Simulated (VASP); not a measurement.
Band structure of TiO$_{2}$ (space group I4_1/amd). All values below come from SCAN meta-GGA, VASP's PBE PAW potentials (set 64) (plane waves; VASP 6.6.1).

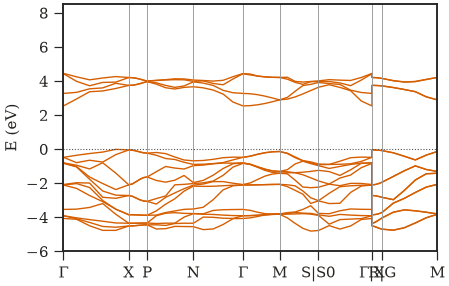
Fig. 1. Bands along high-symmetry lines, zero at the valence-band maximum or, without a gap, the Fermi level

Q: Read the plot: is there a gap, and where are the band edges?

A: The gap is indirect, 2.53 eV, from the valence maximum at (-0.44, 0.44, 0.00) to the conduction minimum at Γ.

The structure comes from a measured TiO2 entry (I4_1/amd) of the Crystallography Open Database, whose conditions weren't checked. It was relaxed first.
